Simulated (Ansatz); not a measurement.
**SnH₂S₂: one species, many methods**

How much do the methods differ for SnH₂S₂? The plan is to run it at one geometry with functionals of several rungs and with coupled cluster, and see how far each lands from CCSD(T) at the basis-set limit for the atomisation energy.

Program: Ansatz 0.2.0, Gaussian basis. Level of theory: functionals in def2-TZVPP, the program's frozen cores in correlated methods. These are calculated values, not measurements.

The runs, in order: LDA (SPW92), PBE-D4, revPBE-D4, BLYP-D4, r2SCAN-D4, B97M-V, PBE0-D4, B3LYP-D4, r2SCANh-D4, r2SCAN0-D4, HSE06-D4, BHLYP-D4, CAM-B3LYP-D4, LC-ωPBE, ωB97X-V, ωB97M-V, B2PLYP, PBE-QIDH; CCSD(T)/def2-SVP; CCSD(T)/def2-TZVPP; MP2/def2-QZVPP; extrapolation to the limit; RPA on PBE.

**1. The relaxed structure**

The geometry comes from an earlier relaxation with PBE0-D4 in a triple-zeta def2 set; it is a stationary point. Sn takes the def2 core potential; no spin-orbit term is included.

SMILES `[SH][Sn][SH]`, 5 atoms, charge 0, spin multiplicity 1.

Atoms are counted from 1 here; the program's logs count them from 0.

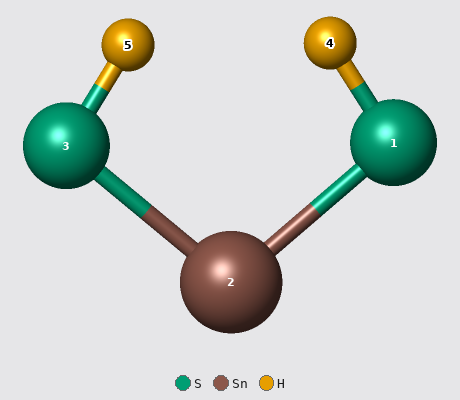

The geometry (sulfur teal, tin brown, hydrogen amber); atoms are numbered from 1 in the order of the file.

**2. LDA**

This LDA is Slater exchange with PW92 correlation.

Contents of in.yaml:

```yaml
crystal:
  periodic: [false, false, false]
  atoms:
    - {symbol: S, position_ang: [-1.794160, -0.100301, -0.509668]}
    - {symbol: Sn, position_ang: [-0.205756, 1.679346, -0.003157]}
    - {symbol: S, position_ang: [1.778288, 0.351506, 0.494014]}
    - {symbol: H, position_ang: [-0.967938, -1.141551, -0.322531]}
    - {symbol: H, position_ang: [1.239364, -0.862499, 0.300041]}
basis:
  gaussian: {orbitals: def2-TZVPP}
hamiltonian: {xc: lda}
output: {orbitals: {seedname: orbitals}}
```

Run with:

```
ansatz run in.yaml --threads 4 --pin off --events-out ev --progress --plain --max-ram 10444MiB
```

The runs that follow: PBE-D4 (GGA); revPBE-D4 (GGA); BLYP-D4 (GGA); r2SCAN-D4 (meta-GGA); B97M-V (meta-GGA); PBE0-D4 (hybrid); B3LYP-D4 (hybrid); r2SCANh-D4 (hybrid); r2SCAN0-D4 (hybrid); HSE06-D4 (hybrid); BHLYP-D4 (hybrid); CAM-B3LYP-D4 (range-separated); LC-ωPBE (range-separated); ωB97X-V (range-separated); ωB97M-V (range-separated); B2PLYP (double hybrid); PBE-QIDH (double hybrid); CCSD(T) in def2-SVP; CCSD(T) in def2-TZVPP; MP2 in def2-QZVPP; RPA on PBE orbitals.

**Question.** What will the summary of the whole plan be? Wanted: atomisation energy, CCSD(T)/CBS; farthest beyond LDA; mean size of error, GGA; mean size of error, meta-GGA; mean size of error, hybrid; mean size of error, range-separated; mean size of error, double hybrid; gap, smallest and largest; T1 diagnostic.

The runs gave:

| quantity | value |
| --- | --- |
| atomisation energy, CCSD(T)/CBS | 1365.1 kJ/mol |
| functionals within 13.7 kJ/mol (1.0 %) | revPBE-D4, BLYP-D4, r2SCAN-D4, ωB97X-V, ωB97M-V |
| farthest beyond LDA | LC-ωPBE (-74.5 kJ/mol) |
| mean size of error, GGA | 13.5 kJ/mol |
| mean size of error, meta-GGA | 14.7 kJ/mol |
| mean size of error, hybrid | 27.8 kJ/mol |
| mean size of error, range-separated | 28.2 kJ/mol |
| mean size of error, double hybrid | 42.5 kJ/mol |
| gap, smallest and largest | 3.01 eV (BLYP-D4), 9.07 eV (LC-ωPBE) |
| T1 diagnostic | 0.0158 |
| triples share of the correlation energy | 4.1 % |

**Reading.** The LDA atomisation energy is off by 220.3 kJ/mol (16 %): it overbinds. PBE-D4 is off by +23.5 kJ/mol. Double hybrids carry the basis error of their MP2 part in triple zeta, and no dispersion term here, so their miss is partly the set-up's. By mean error the best rung here is GGA (13.5 kJ/mol) and the worst beyond LDA is double hybrid (42.5 kJ/mol). The gap between the best rungs is small, so their order is not settled. Misses under about 13.7 kJ/mol are within the doubt on the reference itself, which lacks core-valence correlation, spin-orbit coupling and higher excitations, and its outer-core shells are covered unevenly. All levels share the lack of spin-orbit coupling, which lowers the free heavy atoms and so the true binding. Hartree-Fock recovers 64 % of the binding; the rest is correlation. CCSD(T) in def2-SVP is off by -172.3 kJ/mol, worse than the median functional, from the basis alone. Orbital gaps span 3.0 to 9.1 eV; exact exchange widens them. Correlated methods include outer-core shells of Sn, which these sets cover unevenly.
